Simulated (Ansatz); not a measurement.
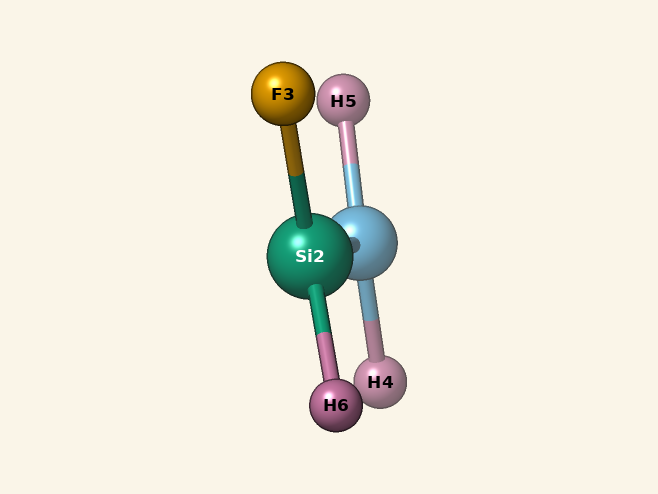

(Drawn from a calculation with Ansatz.)

B1 lies behind Si2. The molecule seen a little off the Si2–B1 bond, Si2 in front. Atoms fade into the background with distance from the viewer. State: charge −1, singlet. Geometry: moved along internal coordinates away from the minimum.

What is the torsion angle F3–Si2–B1–H4? The sign is positive where the front bond must turn clockwise to cover the back bond.

177°, antiperiplanar (anti).
